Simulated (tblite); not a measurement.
# Run report: C$_{4}$H$_{9}$B$_{2}$BrSi, geometry relaxation (part 1 of 4)

System: C$_{4}$H$_{9}$B$_{2}$BrSi.
Method: GFN2-xTB geometry optimisation, gas phase (tblite 0.8.0).

It belongs to a series of runs on one base structure; here: H on Si replaced by C2H5.

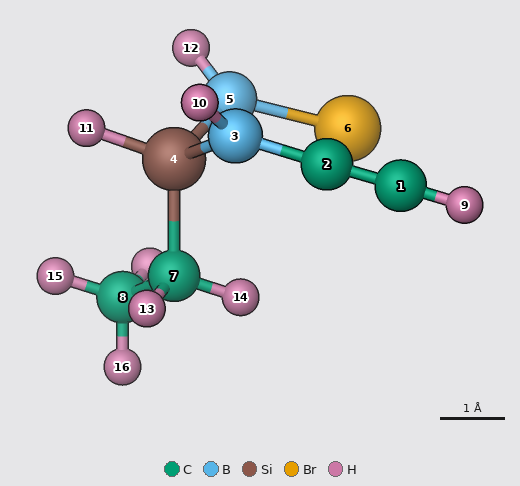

*The structure as given in the input (ball-and-stick view, seen at a tilt; atoms are numbered from 1 in the order of the input).*

### Summary

| quantity | value |
| --- | --- |
| outcome | converged |
| total energy | −580.8558 eV |
| hardware | 1 CPU thread, shared host |
| wall time | 0.61 s |
| peak memory | 0.18 GiB |

### The input
```
{"job": {"kind": "relax", "xc": "GFN2-xTB", "basis": "xTB"}, "charge": 0, "multiplicity": 1}
C      3.591200     0.066800    -0.025200
C      2.577100    -0.310300    -0.584600
B      1.315200    -0.806900    -1.267600
Si    -0.402400    -0.674700    -0.367500
B     -0.357300    -1.779200     1.250800
Br     0.908000    -1.334900     2.720700
C     -0.738200     1.110700     0.084300
C     -2.108600     1.272200     0.725900
H      4.465900     0.404100     0.460900
H      1.354500    -1.229700    -2.366800
H     -1.462800    -1.175000    -1.255400
H     -1.127200    -2.669100     1.371900
H     -0.688900     1.723400    -0.825000
H      0.045800     1.455700     0.794000
H     -2.908700     0.932000     0.023200
H     -2.294100     2.339300     0.968900
H     -2.176600     0.687700     1.668200
```

The first line tells a small driver script what to run in tblite; the rest is the geometry in Å.

Launch command:
```bash
OMP_NUM_THREADS=1 python <driver script> task.json out
```

### What the program printed
```
step      E/eV     max force
  0    -580.55052    1.651
  1    -580.67031    1.299
  2    -580.68005    3.665
  3    -580.77542    0.584
  4    -580.78784    0.414
  5    -580.80890    0.321
  6    -580.81606    0.321
  7    -580.82655    0.216
  8    -580.83117    0.216
  9    -580.83495    0.169
 10    -580.83678    0.100
 11    -580.83798    0.099
 12    -580.83882    0.098
 13    -580.83959    0.075
 14    -580.84017    0.052
 15    -580.84052    0.052
 16    -580.84077    0.056
 17    -580.84104    0.050
 18    -580.84135    0.041
 19    -580.84163    0.036
 20    -580.84185    0.048
 21    -580.84205    0.052
 22    -580.84226    0.048
 23    -580.84248    0.042
 24    -580.84269    0.042
 25    -580.84293    0.047
 26    -580.84322    0.051
 27    -580.84359    0.056
 28    -580.84405    0.066
 29    -580.84467    0.081
 30    -580.84557    0.087
 31    -580.84670    0.093
 32    -580.84778    0.076
 33    -580.84850    0.061
 34    -580.84896    0.060
 35    -580.84933    0.053
 36    -580.84965    0.042
 37    -580.84987    0.036
 38    -580.85005    0.039
 39    -580.85023    0.045
 40    -580.85042    0.041
 41    -580.85060    0.032
 42    -580.85078    0.034
 43    -580.85096    0.040
 44    -580.85117    0.047
 45    -580.85143    0.050
 46    -580.85170    0.049
 47    -580.85201    0.045
 48    -580.85234    0.045
 49    -580.85269    0.047
 50    -580.85304    0.052
 51    -580.85337    0.057
 52    -580.85363    0.049
 53    -580.85382    0.039
 54    -580.85395    0.027
 55    -580.85409    0.039
 56    -580.85424    0.053
 57    -580.85446    0.053
 58    -580.85463    0.032
 59    -580.85474    0.023
 60    -580.85483    0.029
 61    -580.85496    0.042
 62    -580.85509    0.038
 63    -580.85519    0.022
 64    -580.85525    0.021
 65    -580.85532    0.028
 66    -580.85539    0.037
 67    -580.85546    0.028
 68    -580.85550    0.012
 69    -580.85552    0.012
 70    -580.85555    0.016
 71    -580.85558    0.018
 72    -580.85560    0.010
 73    -580.85562    0.011
 74    -580.85563    0.013
 75    -580.85566    0.018
 76    -580.85569    0.020
 77    -580.85572    0.012
 78    -580.85573    0.012
 79    -580.85574    0.013
 80    -580.85576    0.015
 81    -580.85578    0.017
 82    -580.85580    0.012
 83    -580.85582    0.009
```

### Trajectory as extended XYZ (Å, eV, eV/Å), 48 of the 84 frames kept, from step=0 to step=83
```
17
Properties=species:S:1:pos:R:3:forces:R:3 step=0 energy=-580.55052
C     3.5912    0.0668   -0.0252   -0.7500  -0.2530  -0.3910
C     2.5771   -0.3103   -0.5846    0.1840  -0.0640  -0.0270
B     1.3152   -0.8069   -1.2676    0.9880   0.3720  -0.0790
Si   -0.4024   -0.6747   -0.3675    0.4250  -1.0410   0.0000
B    -0.3573   -1.7792    1.2508    0.3860   0.2550   1.0060
Br    0.9080   -1.3349    2.7207   -1.0860  -0.5040  -1.1370
C    -0.7382    1.1107    0.0843    0.0070   0.8920   0.3730
C    -2.1086    1.2722    0.7259   -0.6010   0.2450   0.1280
H     4.4659    0.4041    0.4609   -0.1510  -0.0550  -0.0610
H     1.3545   -1.2297   -2.3668    0.2220   0.0100   0.1850
H    -1.4628   -1.1750   -1.2554   -0.3400   0.0670  -0.1210
H    -1.1272   -2.6691    1.3719    0.4990   0.0720   0.3660
H    -0.6889    1.7234   -0.8250    0.0730   0.0540   0.3320
H     0.0458    1.4557    0.7940   -0.4330  -0.0310  -0.4990
H    -2.9087    0.9320    0.0232    0.6120   0.2440   0.6670
H    -2.2941    2.3393    0.9689    0.0030  -0.6140  -0.1050
H    -2.1766    0.6877    1.6682   -0.0370   0.3510  -0.6380
17
Properties=species:S:1:pos:R:3:forces:R:3 step=2 energy=-580.68005
C     3.5885    0.0673   -0.0255   -2.6140  -0.9850  -1.4510
C     2.5626   -0.3231   -0.6008    3.1300   1.1160   1.5450
B     1.3604   -0.7891   -1.2731   -0.9660  -0.3030  -0.5140
Si   -0.3801   -0.7202   -0.3661    0.0680   0.3290   0.0610
B    -0.3395   -1.7664    1.3008   -0.5060  -0.0630  -0.4680
Br    0.8510   -1.3618    2.6621    0.0400  -0.0810   0.2000
C    -0.7443    1.1407    0.0985   -0.4210  -1.0230  -0.3990
C    -2.1282    1.2840    0.7312    0.8820  -0.0490  -0.0950
H     4.4497    0.3981    0.4534    0.3570   0.1450   0.2450
H     1.3682   -1.2291   -2.3577    0.2750  -0.0100  -0.0570
H    -1.4804   -1.1710   -1.2611   -0.0400   0.0860   0.0820
H    -1.0995   -2.6655    1.3935    0.2980  -0.0390   0.4000
H    -0.6849    1.7290   -0.8094    0.0180   0.2420  -0.0400
H     0.0279    1.4581    0.7732    0.2910   0.3410   0.3200
H    -2.8820    0.9428    0.0538   -0.4370  -0.1690  -0.3260
H    -2.2967    2.3139    0.9654   -0.2770   0.6190   0.1980
H    -2.1796    0.7041    1.6385   -0.0970  -0.1580   0.2980
17
Properties=species:S:1:pos:R:3:forces:R:3 step=4 energy=-580.78784
C     3.5792    0.0639   -0.0305    0.1350   0.0610   0.0840
C     2.5813   -0.3172   -0.5943   -0.0620  -0.0890  -0.2010
B     1.3475   -0.7922   -1.2778   -0.0130   0.0380  -0.0740
Si   -0.3803   -0.7124   -0.3657    0.0240   0.0100  -0.0510
B    -0.3490   -1.7674    1.2906   -0.1760   0.0510  -0.1020
Br    0.8531   -1.3627    2.6674   -0.1600  -0.1320  -0.0510
C    -0.7469    1.1226    0.0914    0.0830  -0.1880  -0.0870
C    -2.1156    1.2830    0.7289    0.0530   0.0340  -0.0130
H     4.4510    0.3987    0.4550   -0.0380  -0.0100   0.0180
H     1.3736   -1.2297   -2.3603    0.2500  -0.0320  -0.0860
H    -1.4803   -1.1692   -1.2588   -0.0530   0.0880   0.0720
H    -1.0950   -2.6672    1.4010    0.1920  -0.1200   0.3470
H    -0.6849    1.7327   -0.8100    0.0080   0.0780   0.0730
H     0.0315    1.4632    0.7777   -0.0540   0.0970  -0.0420
H    -2.8897    0.9401    0.0481   -0.0510   0.0020   0.0170
H    -2.3013    2.3251    0.9689   -0.0930   0.1120   0.0530
H    -2.1812    0.7008    1.6450   -0.0450   0.0010   0.0430
17
Properties=species:S:1:pos:R:3:forces:R:3 step=5 energy=-580.80890
C     3.5794    0.0648   -0.0297   -0.1700  -0.0630  -0.0990
C     2.5857   -0.3205   -0.6031    0.1120   0.0250  -0.0380
B     1.3477   -0.7888   -1.2838    0.0910  -0.0170  -0.1100
Si   -0.3757   -0.7157   -0.3678   -0.0700  -0.0400  -0.1410
B    -0.3602   -1.7637    1.2876   -0.0920   0.0110  -0.0760
Br    0.8382   -1.3735    2.6592    0.0040  -0.0230   0.0930
C    -0.7436    1.1097    0.0860    0.0160   0.2830   0.0710
C    -2.1105    1.2858    0.7277   -0.1590   0.0120   0.0580
H     4.4478    0.3979    0.4558    0.0690   0.0280   0.0730
H     1.3904   -1.2317   -2.3646    0.1910  -0.0200  -0.0750
H    -1.4855   -1.1636   -1.2551   -0.0310   0.0770   0.0600
H    -1.0791   -2.6729    1.4246    0.0010  -0.2160   0.2370
H    -0.6841    1.7390   -0.8042    0.0090  -0.0270   0.0240
H     0.0273    1.4706    0.7742   -0.0380  -0.0170  -0.0590
H    -2.8918    0.9404    0.0509    0.0230   0.0420   0.0480
H    -2.3086    2.3326    0.9728    0.0460  -0.1170  -0.0370
H    -2.1846    0.7015    1.6461   -0.0020   0.0620  -0.0300
17
Properties=species:S:1:pos:R:3:forces:R:3 step=7 energy=-580.82655
C     3.5771    0.0648   -0.0307   -0.0700  -0.0340  -0.0600
C     2.5924   -0.3238   -0.6170    0.0940   0.0700   0.0390
B     1.3531   -0.7871   -1.2975    0.0730  -0.0610  -0.0810
Si   -0.3748   -0.7191   -0.3783   -0.0280   0.1020  -0.0450
B    -0.3779   -1.7615    1.2808    0.0200  -0.1470   0.1160
Br    0.8238   -1.3852    2.6572    0.0510   0.0750   0.0720
C    -0.7429    1.1118    0.0852   -0.1180   0.1630   0.0790
C    -2.1125    1.2890    0.7292   -0.0700  -0.0150   0.0210
H     4.4461    0.3977    0.4599   -0.0140  -0.0070   0.0220
H     1.4203   -1.2351   -2.3745    0.1110  -0.0230  -0.0950
H    -1.4939   -1.1529   -1.2483   -0.0930   0.0390  -0.0380
H    -1.0628   -2.6922    1.4635   -0.0840  -0.1180   0.0370
H    -0.6827    1.7448   -0.7984   -0.0140   0.0060  -0.0920
H     0.0228    1.4778    0.7689    0.0740  -0.0230   0.0600
H    -2.8936    0.9432    0.0558   -0.0170   0.0210  -0.0120
H    -2.3133    2.3340    0.9746    0.0660  -0.0800  -0.0390
H    -2.1881    0.7057    1.6463    0.0190   0.0320   0.0150
17
Properties=species:S:1:pos:R:3:forces:R:3 step=9 energy=-580.83495
C     3.5767    0.0646   -0.0321    0.0730   0.0220   0.0220
C     2.5966   -0.3228   -0.6240   -0.0500   0.0140  -0.0190
B     1.3592   -0.7900   -1.3083    0.0070  -0.0340  -0.0240
Si   -0.3764   -0.7141   -0.3854    0.0280   0.0400   0.0820
B    -0.3855   -1.7692    1.2828    0.0770  -0.1090   0.1030
Br    0.8209   -1.3857    2.6618   -0.0070   0.0710  -0.0120
C    -0.7476    1.1213    0.0884    0.0130  -0.0600  -0.0290
C    -2.1173    1.2893    0.7310    0.0300  -0.0080  -0.0150
H     4.4443    0.3971    0.4632   -0.0420  -0.0160   0.0040
H     1.4414   -1.2382   -2.3854    0.0670  -0.0200  -0.0640
H    -1.5032   -1.1452   -1.2470   -0.0760   0.0420  -0.0460
H    -1.0605   -2.7087    1.4840   -0.0510  -0.0120  -0.0450
H    -0.6832    1.7478   -0.8008   -0.0410   0.0270  -0.0320
H     0.0246    1.4798    0.7700    0.0180   0.0000   0.0490
H    -2.8964    0.9454    0.0567   -0.0450  -0.0070  -0.0270
H    -2.3120    2.3314    0.9735   -0.0050   0.0590   0.0090
H    -2.1888    0.7091    1.6483    0.0040  -0.0080   0.0430
17
Properties=species:S:1:pos:R:3:forces:R:3 step=11 energy=-580.83798
C     3.5776    0.0646   -0.0331    0.0060   0.0010  -0.0110
C     2.5969   -0.3207   -0.6261   -0.0360   0.0030  -0.0160
B     1.3619   -0.7933   -1.3133   -0.0170  -0.0120  -0.0070
Si   -0.3762   -0.7110   -0.3837    0.0140  -0.0890   0.0420
B    -0.3833   -1.7780    1.2884    0.0390  -0.0230  -0.0170
Br    0.8210   -1.3809    2.6640   -0.0110   0.0460  -0.0030
C    -0.7481    1.1235    0.0885    0.0430  -0.0550  -0.0240
C    -2.1185    1.2891    0.7312    0.0220   0.0150  -0.0060
H     4.4425    0.3965    0.4653   -0.0110  -0.0030   0.0190
H     1.4521   -1.2403   -2.3927    0.0400  -0.0060  -0.0080
H    -1.5099   -1.1398   -1.2487    0.0030   0.0630   0.0180
H    -1.0639   -2.7156    1.4876   -0.0080   0.0110  -0.0330
H    -0.6859    1.7495   -0.8034   -0.0280   0.0020   0.0330
H     0.0259    1.4798    0.7729   -0.0390   0.0040  -0.0070
H    -2.8994    0.9461    0.0557    0.0010   0.0030   0.0160
H    -2.3111    2.3326    0.9732   -0.0160   0.0320   0.0070
H    -2.1885    0.7101    1.6510   -0.0020   0.0080  -0.0040
17
Properties=species:S:1:pos:R:3:forces:R:3 step=12 energy=-580.83882
C     3.5778    0.0645   -0.0339   -0.0290  -0.0110  -0.0270
C     2.5963   -0.3199   -0.6269   -0.0120   0.0080  -0.0030
B     1.3622   -0.7945   -1.3150   -0.0140  -0.0090  -0.0040
Si   -0.3756   -0.7124   -0.3820    0.0060  -0.0980   0.0020
B    -0.3815   -1.7813    1.2900    0.0150  -0.0020  -0.0510
Br    0.8204   -1.3784    2.6643   -0.0020   0.0380   0.0140
C    -0.7472    1.1224    0.0879    0.0130  -0.0240   0.0010
C    -2.1182    1.2894    0.7310    0.0060   0.0150   0.0020
H     4.4415    0.3962    0.4663   -0.0060  -0.0010   0.0190
H     1.4562   -1.2411   -2.3950    0.0280  -0.0010   0.0100
H    -1.5120   -1.1367   -1.2489    0.0250   0.0630   0.0370
H    -1.0649   -2.7171    1.4877    0.0050   0.0090  -0.0230
H    -0.6874    1.7502   -0.8033   -0.0140  -0.0150   0.0370
H     0.0253    1.4800    0.7736   -0.0370   0.0010  -0.0190
H    -2.9002    0.9463    0.0559    0.0200   0.0090   0.0290
H    -2.3113    2.3339    0.9733   -0.0030  -0.0010  -0.0040
H    -2.1885    0.7105    1.6517    0.0000   0.0180  -0.0210
17
Properties=species:S:1:pos:R:3:forces:R:3 step=14 energy=-580.84017
C     3.5772    0.0641   -0.0361   -0.0380  -0.0100  -0.0210
C     2.5946   -0.3183   -0.6289    0.0060   0.0110   0.0100
B     1.3623   -0.7970   -1.3182    0.0030  -0.0070   0.0020
Si   -0.3740   -0.7193   -0.3796    0.0060  -0.0100  -0.0480
B    -0.3781   -1.7867    1.2900   -0.0040   0.0120  -0.0420
Br    0.8187   -1.3725    2.6651   -0.0040   0.0230   0.0180
C    -0.7461    1.1190    0.0872   -0.0330   0.0050   0.0310
C    -2.1171    1.2907    0.7309   -0.0120  -0.0030   0.0110
H     4.4390    0.3953    0.4688   -0.0190  -0.0060   0.0050
H     1.4650   -1.2426   -2.3982    0.0030   0.0010   0.0190
H    -1.5143   -1.1280   -1.2471    0.0190   0.0360   0.0330
H    -1.0657   -2.7193    1.4874    0.0190  -0.0010  -0.0080
H    -0.6904    1.7505   -0.8014    0.0110  -0.0410   0.0100
H     0.0227    1.4805    0.7738   -0.0020  -0.0080  -0.0110
H    -2.9006    0.9472    0.0577    0.0190   0.0090   0.0170
H    -2.3118    2.3359    0.9732    0.0240  -0.0280  -0.0180
H    -2.1886    0.7124    1.6517    0.0020   0.0170  -0.0090
17
Properties=species:S:1:pos:R:3:forces:R:3 step=16 energy=-580.84077
C     3.5759    0.0639   -0.0375    0.0010   0.0070   0.0100
C     2.5931   -0.3174   -0.6298   -0.0140   0.0000  -0.0010
B     1.3625   -0.7984   -1.3194    0.0050  -0.0010   0.0000
Si   -0.3727   -0.7224   -0.3810    0.0150   0.0520  -0.0150
B    -0.3767   -1.7883    1.2877    0.0100   0.0110   0.0000
Br    0.8174   -1.3686    2.6662   -0.0250   0.0130  -0.0080
C    -0.7470    1.1171    0.0884   -0.0040  -0.0120   0.0100
C    -2.1170    1.2909    0.7315   -0.0020  -0.0140   0.0060
H     4.4365    0.3945    0.4701   -0.0210  -0.0060   0.0000
H     1.4691   -1.2432   -2.3987   -0.0050  -0.0080   0.0030
H    -1.5146   -1.1221   -1.2446   -0.0180   0.0100  -0.0020
H    -1.0647   -2.7203    1.4870    0.0240   0.0000  -0.0080
H    -0.6911    1.7482   -0.7999    0.0110  -0.0350  -0.0110
H     0.0215    1.4803    0.7734    0.0150  -0.0120   0.0070
H    -2.9000    0.9480    0.0593   -0.0110  -0.0050  -0.0080
H    -2.3107    2.3356    0.9723    0.0220   0.0030  -0.0100
H    -2.1886    0.7141    1.6516   -0.0030  -0.0030   0.0270
17
Properties=species:S:1:pos:R:3:forces:R:3 step=18 energy=-580.84135
C     3.5739    0.0639   -0.0384    0.0160   0.0130   0.0250
C     2.5908   -0.3163   -0.6303   -0.0150  -0.0090  -0.0070
B     1.3629   -0.7999   -1.3206   -0.0050   0.0090  -0.0130
Si   -0.3706   -0.7213   -0.3837   -0.0020   0.0220   0.0280
B    -0.3745   -1.7886    1.2850    0.0110   0.0130   0.0120
Br    0.8144   -1.3633    2.6671   -0.0300   0.0100  -0.0190
C    -0.7481    1.1148    0.0905    0.0340  -0.0120  -0.0120
C    -2.1173    1.2900    0.7326    0.0090  -0.0080   0.0010
H     4.4327    0.3933    0.4716    0.0000   0.0040   0.0090
H     1.4724   -1.2446   -2.3987   -0.0070  -0.0200  -0.0140
H    -1.5160   -1.1155   -1.2421   -0.0330  -0.0060  -0.0240
H    -1.0618   -2.7212    1.4853    0.0280   0.0040  -0.0140
H    -0.6908    1.7427   -0.7995    0.0030  -0.0100  -0.0170
H     0.0216    1.4789    0.7735    0.0140  -0.0080   0.0170
H    -2.9001    0.9483    0.0603   -0.0190  -0.0150  -0.0080
H    -2.3075    2.3354    0.9704    0.0070   0.0220   0.0030
H    -2.1889    0.7155    1.6538   -0.0110  -0.0090   0.0320
```
